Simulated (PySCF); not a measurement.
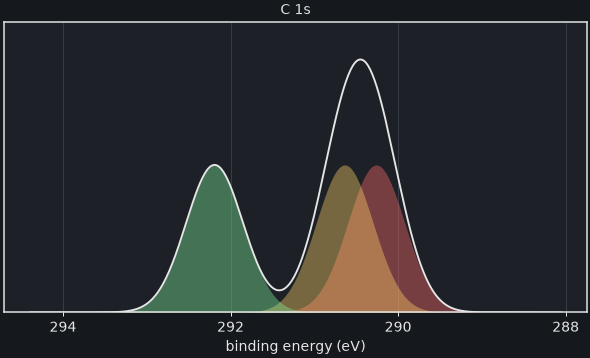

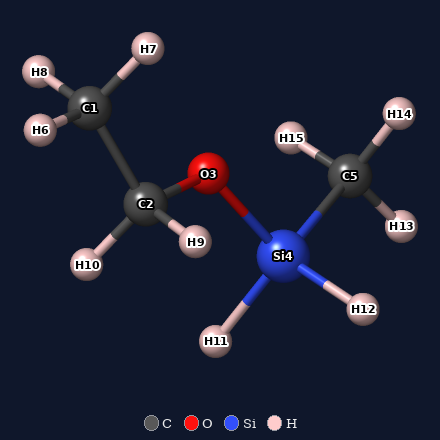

Simulated XPS of C₃H₁₀OSi, SMILES CCO[SiH2]C. Vertical core-electron binding energies by ΔSCF (SCAN, pcX-2 on the ionised atom, pcseg-1 elsewhere, spin-free X2C; PySCF 2.14.0, at a PBE0-D3(BJ)/def2-SVP geometry (no frequency check)), gas phase, against the vacuum level. One atom of each kind was ionised; within a panel, areas follow the number of like atoms, Gaussians of 0.8 eV full width. Only the regions named are shown. Lines closer than the width merge in the curve.

**Which atoms give which peak?**

```
level  atoms  binding energy (eV)
 C 1s     C2                292.2
 C 1s     C1                290.6
 C 1s     C5                290.3
```

**How large is the chemical shift across the C 1s region?**

1.9 eV, from C5 at 290.3 eV to C2 at 292.2 eV.

Caveats: one conformer of a flexible molecule.
